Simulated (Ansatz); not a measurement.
# C₄H₁₀ClIn: taking an electron away

Aim: the vertical ionisation energy of C₄H₁₀ClIn, as cation minus neutral at the neutral's geometry, on several levels, and how well −ε(HOMO) stands in for it.

Method: unrestricted cation, the program's frozen cores in correlated methods; program: Ansatz 0.2.0, Gaussian basis.

Plan: UKS PBE-D4/def2-TZVPP; UKS r2SCAN-D4/def2-TZVPP; UKS PBE0-D4/def2-TZVPP; UKS B3LYP-D4/def2-TZVPP; UKS wB97X-V/def2-TZVPP; UKS wB97M-V/def2-TZVPP; UKS B2PLYP/def2-TZVPP; UHF-CCSD(T)/def2-TZVPP; UHF-MP2/def2-QZVPP; extrapolation to the limit; then −ε(HOMO) from the neutral's earlier runs with LDA (SPW92), PBE-D4, revPBE-D4, BLYP-D4, r2SCAN-D4, B97M-V, PBE0-D4, B3LYP-D4, r2SCANh-D4, r2SCAN0-D4, HSE06-D4, BHLYP-D4, CAM-B3LYP-D4, LC-ωPBE, ωB97X-V, ωB97M-V.

**1. The geometry**

The geometry comes from an earlier relaxation with PBE0-D4 in a triple-zeta def2 set; it is a stationary point, not always the lowest conformer. In takes the def2 core potential; no spin-orbit term is included.

SMILES `CCC[CH](Cl)[InH2]`, 16 atoms, charge 0, spin multiplicity 1.

Atoms are counted from 1 here; the program's logs count them from 0.

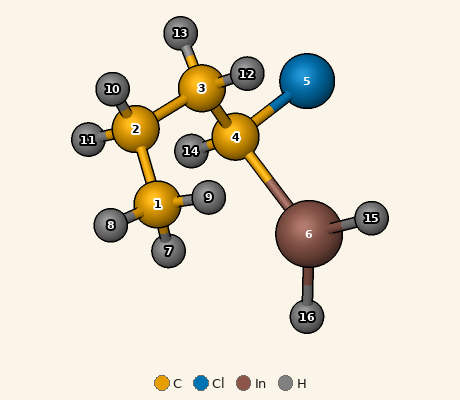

The structure; carbon amber, chlorine blue, indium brown, hydrogen grey; atoms are numbered from 1 in the order of the file.

Geometry (Å):

```mol
C4H10ClIn
  3D, bonds by distance, orders not assigned

 16 15  0  0  0  0  0  0  0  0999 V2000
   -1.1129   -1.2094   -0.4962 C   0  0
    0.1743   -1.4517    0.2782 C   0  0
    1.2054   -0.3304    0.1790 C   0  0
    0.6912    0.9762    0.7346 C   0  0
    2.0221    2.2201    0.7449 Cl  0  0
   -0.7496    2.1043   -0.4425 In  0  0
   -1.7380   -0.4396   -0.0273 H   0  0
   -1.7287   -2.1108   -0.5327 H   0  0
   -0.9076   -0.9108   -1.5287 H   0  0
    0.6413   -2.3694   -0.0914 H   0  0
   -0.0627   -1.6368    1.3318 H   0  0
    1.5034   -0.1974   -0.8670 H   0  0
    2.1092   -0.6324    0.7223 H   0  0
    0.4066    0.8704    1.7821 H   0  0
   -0.4640    2.1240   -2.1403 H   0  0
   -1.9900    2.9935    0.3532 H   0  0
  1  2  8  0
  2  3  8  0
  3  4  8  0
  4  5  8  0
  4  6  8  0
  1  7  8  0
  1  8  8  0
  1  9  8  0
  2 10  8  0
  2 11  8  0
  3 12  8  0
  3 13  8  0
  4 14  8  0
  6 15  8  0
  6 16  8  0
M  END
```

**2. Cation, UKS PBE-D4/def2-TZVPP**

in.yaml reads:

```yaml
crystal:
  periodic: [false, false, false]
  atoms:
    - {symbol: C, position_ang: [-1.112943, -1.209393, -0.496209]}
    - {symbol: C, position_ang: [0.174269, -1.451668, 0.278157]}
    - {symbol: C, position_ang: [1.205403, -0.330354, 0.179039]}
    - {symbol: C, position_ang: [0.691152, 0.976243, 0.734587]}
    - {symbol: Cl, position_ang: [2.022137, 2.220141, 0.744931]}
    - {symbol: In, position_ang: [-0.749624, 2.104315, -0.442463]}
    - {symbol: H, position_ang: [-1.737994, -0.439631, -0.027342]}
    - {symbol: H, position_ang: [-1.728706, -2.110760, -0.532651]}
    - {symbol: H, position_ang: [-0.907584, -0.910787, -1.528711]}
    - {symbol: H, position_ang: [0.641308, -2.369407, -0.091356]}
    - {symbol: H, position_ang: [-0.062653, -1.636828, 1.331768]}
    - {symbol: H, position_ang: [1.503380, -0.197424, -0.867050]}
    - {symbol: H, position_ang: [2.109197, -0.632373, 0.722311]}
    - {symbol: H, position_ang: [0.406612, 0.870428, 1.782086]}
    - {symbol: H, position_ang: [-0.464010, 2.123990, -2.140261]}
    - {symbol: H, position_ang: [-1.989956, 2.993529, 0.353184]}
basis:
  gaussian: {orbitals: def2-TZVPP}
total_charge: 1
magnetization: {spin_polarized: true, initial_magnetization: 1}
hamiltonian: {xc: pbe, dispersion: d4}
```

On the command line:

```bash
$ ansatz run in.yaml --threads 2 --pin off --events-out ev --progress --plain --max-ram 20480MiB --backend cuda --devices 0, --max-vram 18GiB
```

Standard output:

```text
Functional definition: PBE
  name "PBE"
  cite "Perdew, Burke & Ernzerhof, Phys. Rev. Lett. 77, 3865 (1996) doi:10.1103/PhysRevLett.77.3865"
  parent pbe
  parameter kappa = 0.804
  parameter beta = 0.06672455060314922
  exchange = pbe_x(kappa = kappa, mu = beta*pi^2/3)
  correlation = pbe_c(beta = beta)
1992 factors; their error is unknown
mean field evaluation 1: about -21952.3133 eV, gradient 8.5e1 eV
mean field evaluation 2: about -21547.4645 eV, gradient 2.2e2 eV
mean field evaluation 4: about -21984.7630 eV, gradient 2.7e1 eV
mean field evaluation 8: about -21989.3374 eV, gradient 9.1e-1 eV
mean field evaluation 16: about -21989.2945 eV, gradient 1.4e-2 eV
mean field evaluation 32: about -21988.1432 eV, gradient 7.9e0 eV
mean field -21989.29451630 eV, -808.0916685947 hartree, gradient 3.2e-5 eV, S^2 0.752362; 6 other end points of the search recorded, 0 dependent functions left out
reference -21989.29457019 eV, -808.0916705751 hartree; 36, 35 occupied and 320, 321 virtual orbitals, 1992 factors
Total energy: -21989.67184441 eV, -808.1055351470 hartree
```

Run time: 9 s. Hardware: 1 × H100 (card shared with other runs) with 2 threads of AMD EPYC 7R13, shared host; peak host memory 0.97 GiB.

Less the neutral's -21998.1870 eV (earlier run), this gives 8.515 eV. ⟨S²⟩ = 0.752.

**3. Cation, UKS r2SCAN-D4/def2-TZVPP**

Edit in.yaml of step 2 so:

```diff
@@ -23,2 +23,2 @@
 magnetization: {spin_polarized: true, initial_magnetization: 1}
-hamiltonian: {xc: pbe, dispersion: d4}
+hamiltonian: {xc: r2scan, dispersion: d4}
```

The command is unchanged.

Standard output, shortened:

```text
Functional definition: r2SCAN
  name "r2SCAN"
  cite "Furness, Kaplan, Ning, Perdew & Sun, J. Phys. Chem. Lett. 11, 8208 (2020) doi:10.1021/acs.jpclett.0c02405"
  cite "Furness, Kaplan, Ning, Perdew & Sun, J. Phys. Chem. Lett. 11, 9248 (2020) doi:10.1021/acs.jpclett.0c03077"
  parent r2scan
[...]
1992 factors; their error is unknown
[...]
mean field -21998.95633713 eV, -808.4467339612 hartree, gradient 1.3e-5 eV, S^2 0.755321; 3 other end points of the search recorded, 0 dependent functions left out
reference -21998.95635473 eV, -808.4467346081 hartree; 36, 35 occupied and 320, 321 virtual orbitals, 1992 factors
Total energy: -21999.05210276 eV, -808.4502532833 hartree
```

Run time: 8.5 s. Hardware: 1 × H100 (card shared with other runs) with 2 threads of AMD EPYC 7R13, shared host; peak host memory 1.1 GiB.

The neutral molecule at this level: -22007.6261 eV. Difference: 8.574 eV. ⟨S²⟩ = 0.755.

**4. Cation, UKS PBE0-D4/def2-TZVPP**

Edit in.yaml of step 3 so:

```diff
@@ -23,2 +23,2 @@
 magnetization: {spin_polarized: true, initial_magnetization: 1}
-hamiltonian: {xc: r2scan, dispersion: d4}
+hamiltonian: {xc: pbe0, dispersion: d4}
```

Launched as before.

Standard output:

```text
Functional definition: PBE0
  name "PBE0"
  cite "Adamo & Barone, J. Chem. Phys. 110, 6158 (1999) doi:10.1063/1.478522"
  cite "Perdew, Burke & Ernzerhof, Phys. Rev. Lett. 77, 3865 (1996) doi:10.1103/PhysRevLett.77.3865"
  parent pbe
  parameter a = 0.25
  parameter kappa = 0.804
  parameter beta = 0.06672455060314922
  exchange = (1 - a)*pbe_x(kappa = kappa, mu = beta*pi^2/3) + a*exact_x
  correlation = pbe_c(beta = beta)
2116 factors; their error is unknown
mean field evaluation 1: about -21966.0232 eV, gradient 6.9e1 eV
mean field evaluation 2: about -21729.7511 eV, gradient 1.7e2 eV
mean field evaluation 4: about -21989.1117 eV, gradient 1.6e1 eV
mean field evaluation 8: about -21990.8623 eV, gradient 7.4e-1 eV
mean field evaluation 16: about -21990.9282 eV, gradient 3.9e-2 eV
mean field -21990.92821091 eV, -808.1517057645 hartree, gradient 7.2e-5 eV, S^2 0.755372; 2 other end points of the search recorded, 0 dependent functions left out
reference -21990.92824929 eV, -808.1517071748 hartree; 36, 35 occupied and 320, 321 virtual orbitals, 2116 factors
Total energy: -21991.25072227 eV, -808.1635578382 hartree
```

It took 4.5 s on 1 × H100 (card shared with other runs) with 2 threads of AMD EPYC 7R13, shared host; peak host memory 0.95 GiB.

The neutral molecule at this level: -21999.9891 eV. Difference: 8.738 eV. ⟨S²⟩ = 0.755.

**5. Cation, UKS B3LYP-D4/def2-TZVPP**

Edit in.yaml of step 4 so:

```diff
@@ -23,2 +23,2 @@
 magnetization: {spin_polarized: true, initial_magnetization: 1}
-hamiltonian: {xc: pbe0, dispersion: d4}
+hamiltonian: {xc: {name: B3LYP}, dispersion: d4}
```

Same command.

Standard output, shortened:

```text
Functional definition: B3LYP
  name "B3LYP"
  cite "Stephens, Devlin, Chabalowski & Frisch, J. Phys. Chem. 98, 11623 (1994) doi:10.1021/j100096a001"
  cite "Becke, Phys. Rev. A 38, 3098 (1988) doi:10.1103/PhysRevA.38.3098"
  cite "Lee, Yang & Parr, Phys. Rev. B 37, 785 (1988) doi:10.1103/PhysRevB.37.785"
  cite "Vosko, Wilk & Nusair, Can. J. Phys. 58, 1200 (1980) doi:10.1139/p80-159"
[...]
2088 factors; their error is unknown
[...]
mean field -22002.86099749 eV, -808.5902275830 hartree, gradient 6.5e-5 eV, S^2 0.754474; 2 other end points of the search recorded, 0 dependent functions left out
reference -22002.86132128 eV, -808.5902394821 hartree; 36, 35 occupied and 320, 321 virtual orbitals, 2088 factors
Total energy: -22003.46861307 eV, -808.6125570438 hartree
```

Wall time 3.8 s (1 × H100 (card shared with other runs) with 2 threads of AMD EPYC 7R13, shared host); peak host memory 0.96 GiB.

Less the neutral's -22012.2529 eV (earlier run), this gives 8.784 eV. ⟨S²⟩ = 0.754.

**6. Cation, UKS wB97X-V/def2-TZVPP**

Edit in.yaml of step 5 so:

```diff
@@ -23,2 +23,2 @@
 magnetization: {spin_polarized: true, initial_magnetization: 1}
-hamiltonian: {xc: {name: B3LYP}, dispersion: d4}
+hamiltonian: {xc: {name: wB97X-V}}
```

Same command.

Standard output, shortened:

```text
Functional definition: wB97X-V
  name "wB97X-V"
  cite "Mardirossian & Head-Gordon, Phys. Chem. Chem. Phys. 16, 9904 (2014) doi:10.1039/C3CP54374A"
  cite "Becke, J. Chem. Phys. 107, 8554 (1997) doi:10.1063/1.475007"
  cite "Vydrov & Van Voorhis, J. Chem. Phys. 133, 244103 (2010) doi:10.1063/1.3521275"
[...]
      + integral(e_c_pw_opposite_spin*poly(b97_u_opposite, cos0, cos1)) + vv10(b, c)
2072 factors; their error is unknown
491 factors; integrals over basis functions are off by at most 7.5e-6 eV
[...]
mean field -21996.76541724 eV, -808.3662191404 hartree, gradient 2.5e-5 eV, S^2 0.756087; 0 other end points of the search recorded, 0 dependent functions left out
reference -21996.76541474 eV, -808.3662190485 hartree; 36, 35 occupied and 320, 321 virtual orbitals, 2072 factors
Total energy: -21996.76541474 eV, -808.3662190485 hartree
```

Run time: 7.5 s. Hardware: 1 × H100 (card shared with other runs) with 2 threads of AMD EPYC 7R13, shared host; peak host memory 1.1 GiB.

Less the neutral's -22005.6755 eV (earlier run), this gives 8.910 eV. ⟨S²⟩ = 0.756.

**7. Cation, UKS wB97M-V/def2-TZVPP**

Edit in.yaml of step 6 so:

```diff
@@ -23,2 +23,2 @@
 magnetization: {spin_polarized: true, initial_magnetization: 1}
-hamiltonian: {xc: {name: wB97X-V}}
+hamiltonian: {xc: {name: wB97M-V}}
```

The command is unchanged.

Standard output, shortened:

```text
Functional definition: wB97M-V
  name "wB97M-V"
  cite "Mardirossian & Head-Gordon, J. Chem. Phys. 144, 214110 (2016) doi:10.1063/1.4952647"
  cite "Becke, J. Chem. Phys. 107, 8554 (1997) doi:10.1063/1.475007"
  cite "Vydrov & Van Voorhis, J. Chem. Phys. 133, 244103 (2010) doi:10.1063/1.3521275"
  # Of w^i u^j: cxij and so on, Table III.
[...]
  gx(w, u) = 1 - cx + cx01*u + cx10*w
  gss(w, u) = css00 + css04*u^4 + css10*w + css20*w^2 + css43*w^4*u^3
  gos(w, u) = cos00 + cos10*w + (cos20 + cos21*u)*w^2 + (cos60 + cos61*u)*w^6
[...]
      + integral(e_c_pw_mod_opposite_spin*gos(b97_w_opposite, b97_u_opposite)) + vv10(b, c)
2044 factors; their error is unknown
491 factors; integrals over basis functions are off by at most 7.5e-6 eV
[...]
mean field -21995.61264798 eV, -808.3238556515 hartree, gradient 1.7e-5 eV, S^2 0.754371; 0 other end points of the search recorded, 0 dependent functions left out
reference -21995.61271207 eV, -808.3238580069 hartree; 36, 35 occupied and 320, 321 virtual orbitals, 2044 factors
Total energy: -21995.61271207 eV, -808.3238580069 hartree
```

It took 7 s on 1 × H100 (card shared with other runs) with 2 threads of AMD EPYC 7R13, shared host; peak host memory 1.2 GiB.

Less the neutral's -22004.5110 eV (earlier run), this gives 8.898 eV. ⟨S²⟩ = 0.754.

**8. Cation, UKS B2PLYP (frozen core)/def2-TZVPP**

Edit in.yaml of step 7 so:

```diff
@@ -23,2 +23,2 @@
 magnetization: {spin_polarized: true, initial_magnetization: 1}
-hamiltonian: {xc: {name: wB97M-V}}
+hamiltonian: {xc: {name: B2PLYP}}
```

The command is unchanged.

Standard output, shortened:

```text
Functional definition: B2PLYP
  name "B2PLYP"
  cite "Grimme, J. Chem. Phys. 124, 034108 (2006) doi:10.1063/1.2148954"
  cite "Becke, Phys. Rev. A 38, 3098 (1988) doi:10.1103/PhysRevA.38.3098"
  cite "Lee, Yang & Parr, Phys. Rev. B 37, 785 (1988) doi:10.1103/PhysRevB.37.785"
[...]
2253 factors; integrals over basis functions are off by at most 9.7e-4 eV
[...]
mean field -21976.30085254 eV, -807.6141602590 hartree, gradient 2.0e-6 eV, S^2 0.760215; 2 other end points of the search recorded, 0 dependent functions left out
13 core orbitals not correlated: weight in the atoms' cores, before any rotation towards them, 1.000 or more for the frozen orbitals, at most 0.000 for the correlated occupied ones
reference -21976.30105571 eV, -807.6141677256 hartree; 23, 22 occupied and 320, 321 virtual orbitals, 2253 factors
second order -38.43595863 eV of doubles, -0.00000000 eV of singles
Total energy: -21986.67876454 eV, -807.9955414908 hartree
```

It took 10 s on 1 × H100 (card shared with other runs) with 2 threads of AMD EPYC 7R13, shared host; peak host memory 1.8 GiB.

Less the neutral's -21995.4601 eV (earlier run), this gives 8.781 eV. ⟨S²⟩ = 0.760.

**9. Cation, UHF-CCSD(T)/def2-TZVPP**

Edit in.yaml of step 8 so:

```diff
@@ -23,2 +23,3 @@
 magnetization: {spin_polarized: true, initial_magnetization: 1}
-hamiltonian: {xc: {name: B2PLYP}}
+correlation: {method: ccsd_t}
+scf: {omitted_lower_state_checks: [cluster_reference]}
```

The command is unchanged.

Standard output, shortened:

```text
Functional definition: HF
  name "HF"
  cite "Fock, Z. Phys. 61, 126 (1930) doi:10.1007/BF01340294"
  parent pbe
[...]
2253 factors; integrals over basis functions are off by at most 9.7e-4 eV
[...]
mean field -21925.25658199 eV, -805.7383179154 hartree, gradient 1.6e-6 eV, S^2 0.769123; 3 other end points of the search recorded, 0 dependent functions left out
13 core orbitals not correlated: weight in the atoms' cores, before any rotation towards them, 1.000 or more for the frozen orbitals, at most 0.000 for the correlated occupied ones
reference -21925.25658199 eV, -805.7383179154 hartree; 23, 22 occupied and 320, 321 virtual orbitals, 2253 factors
second order -31.48346051 eV of doubles, -0.00000000 eV of singles
cycle   1  -32.20756476 eV  change   -7.2e-1 eV  update   1.4e-1
[...]
cycle  13  -33.24613451 eV  change   -4.9e-5 eV  update   5.3e-5
perturbative correction -1.33488589 eV, -0.0490561515 hartree
Total energy: -21959.83760238 eV, -807.0091469749 hartree
Checks for a lower state left out: cluster_reference
```

Run time: 2 min. Hardware: 1 × H100 (card shared with other runs) with 2 threads of AMD EPYC 7R13, shared host; peak host memory 1.7 GiB.

Less the neutral's -21968.7368 eV (earlier run), this gives 8.899 eV. ⟨S²⟩ = 0.769. T1 = 0.019 (report).

**10. Cation, UHF-MP2/def2-QZVPP**

Edit in.yaml of step 9 so:

```diff
@@ -20,6 +20,6 @@
 basis:
-  gaussian: {orbitals: def2-TZVPP}
+  gaussian: {orbitals: "def2-QZVPP.json"}
 total_charge: 1
 magnetization: {spin_polarized: true, initial_magnetization: 1}
-correlation: {method: ccsd_t}
+correlation: {method: mp2}
 scf: {omitted_lower_state_checks: [cluster_reference]}
```

Launched as before.

Standard output, shortened:

```text
Functional definition: HF
  name "HF"
  cite "Fock, Z. Phys. 61, 126 (1930) doi:10.1007/BF01340294"
  parent pbe
[...]
4050 factors; integrals over basis functions are off by at most 9.2e-4 eV
[...]
mean field -21925.85480115 eV, -805.7603020641 hartree, gradient 7.3e-6 eV, S^2 0.769361; 2 other end points of the search recorded, 0 dependent functions left out
13 core orbitals not correlated: weight in the atoms' cores, before any rotation towards them, 1.000 or more for the frozen orbitals, at most 0.000 for the correlated occupied ones
reference -21925.85480115 eV, -805.7603020641 hartree; 23, 22 occupied and 644, 645 virtual orbitals, 4050 factors
second order -38.25275180 eV of doubles, -0.00000000 eV of singles
Total energy: -21964.10755295 eV, -807.1660647643 hartree
Checks for a lower state left out: cluster_reference
```

Wall time 16 s (1 × H100 (card shared with other runs) with 2 threads of AMD EPYC 7R13, shared host); peak host memory 1.4 GiB.

Less the neutral's -21973.2515 eV (earlier run), this gives 9.144 eV. ⟨S²⟩ = 0.769.

**11. The basis-set limit**

This step is arithmetic on the last runs, with X = 3 and 4: exp(−7.88√X) for Hartree-Fock, X^−2.97 for correlation; only MP2 was run in the larger set, so CCSD(T) minus MP2 is added from the smaller one.

| level | energy at the limit (eV) |
| --- | --- |
| HF | -21925.9372 |
| MP2 | -21969.2042 |
| CCSD | -21970.9669 |
| CCSD(T) | -21972.3018 |

This is no true limit for total energies: MP2 correlation changes by a factor of 1.22 from triple to quadruple zeta (about 1.07 in light molecules), because outer-core shells are correlated in sets not made for them. Much of that cancels between molecule and atoms or ions.

The neutral's limit, from its own earlier runs, is -21981.3454 eV in the additive form (MP2 limit plus CCSD(T) minus MP2 in triple zeta), in which the cation has -21972.3018 eV.

**12. The ladder**

Differences are taken before rounding.

| method | ionisation energy (eV) | from CCSD(T)/CBS (eV) | time |
| --- | --- | --- | --- |
| PBE-D4 | 8.52 | -0.53 | 11 s |
| r2SCAN-D4 | 8.57 | -0.47 | 11 s |
| PBE0-D4 | 8.74 | -0.31 | 6.9 s |
| B3LYP-D4 | 8.78 | -0.26 | 7.6 s |
| ωB97X-V | 8.91 | -0.13 | 11 s |
| ωB97M-V | 8.90 | -0.15 | 11 s |
| B2PLYP | 8.78 | -0.26 | 13 s |
| HF/def2-TZVPP | 8.12 | -0.93 |  |
| MP2/def2-TZVPP | 9.07 | +0.02 |  |
| CCSD/def2-TZVPP | 8.90 | -0.15 |  |
| CCSD(T)/def2-TZVPP | 8.90 | -0.14 | 2.2 min |
| CCSD(T)/CBS | 9.04 | 0 | 2.5 min |

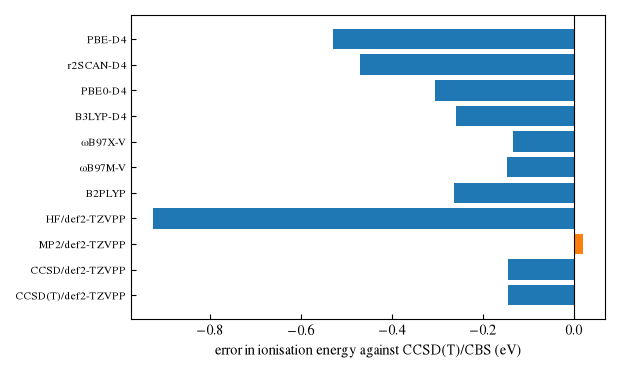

Error of each method against CCSD(T)/CBS.

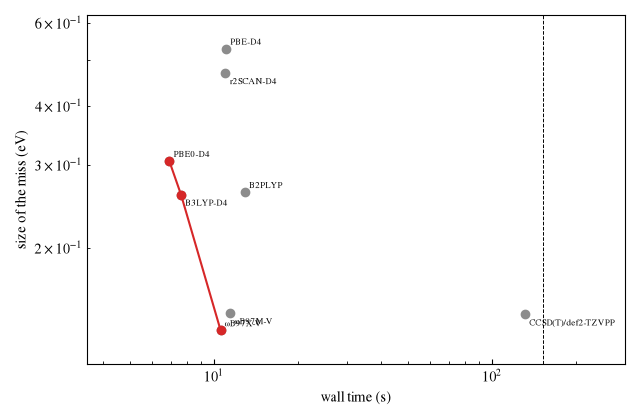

Miss against cost. Red marks the levels that no quicker level drawn beats (of those quicker than the yardstick), and the dashed line is the time of CCSD(T)/CBS. Times are from a shared host. Runs this short are mostly start-up, so their order is noise.

Times add the cation's run and the neutral's; HF, MP2 and CCSD come out of the CCSD(T) runs.

For comparison, −ε(HOMO) of the neutral from earlier runs:

| functional | −ε(HOMO) (eV) | by energy difference (eV) |
| --- | --- | --- |
| LDA (SPW92) | 5.92 |  |
| PBE-D4 | 5.77 | 8.52 |
| revPBE-D4 | 5.71 |  |
| BLYP-D4 | 5.66 |  |
| r2SCAN-D4 | 5.99 | 8.57 |
| B97M-V | 6.08 |  |
| PBE0-D4 | 6.92 | 8.74 |
| B3LYP-D4 | 6.73 | 8.78 |
| r2SCANh-D4 | 6.42 |  |
| r2SCAN0-D4 | 7.07 |  |
| HSE06-D4 | 6.52 |  |
| BHLYP-D4 | 7.99 |  |
| CAM-B3LYP-D4 | 8.23 |  |
| LC-ωPBE | 9.53 |  |
| ωB97X-V | 9.20 | 8.91 |
| ωB97M-V | 9.08 | 8.90 |

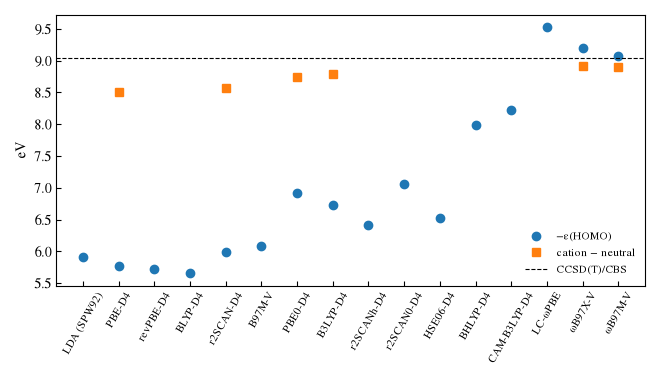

Orbital estimates and energy differences by functional.

**13. Outcome**

| quantity | value |
| --- | --- |
| ionisation energy, CCSD(T)/CBS | 9.04 eV |
| nearest functional by difference | ωB97X-V (-0.13 eV) |
| nearest −ε(HOMO) | ωB97M-V (+0.03 eV) |
| −ε(HOMO) of PBE | 5.77 eV |
| T1 of the cation | 0.019 |

What this shows: Energy differences with functionals land within 0.53 eV of the reference. −ε(HOMO) of PBE misses by 3.3 eV, since self-interaction lifts the level. Among orbital estimates ωB97M-V comes nearest. Hartree-Fock falls 0.93 eV short, as the neutral has more correlation energy than the cation. The cation may have settled in a state other than its lowest; no search over hole states beyond the program's own was made. Correlated methods include outer-core shells of In, which these sets cover unevenly. With outer-core shells in play the reference is unsure by up to some tenths of an eV, so close misses can't be ranked.

ωB97X-V reaches 0.13 eV from the reference in 11 s, where CCSD(T)/CBS took 2.5 min.
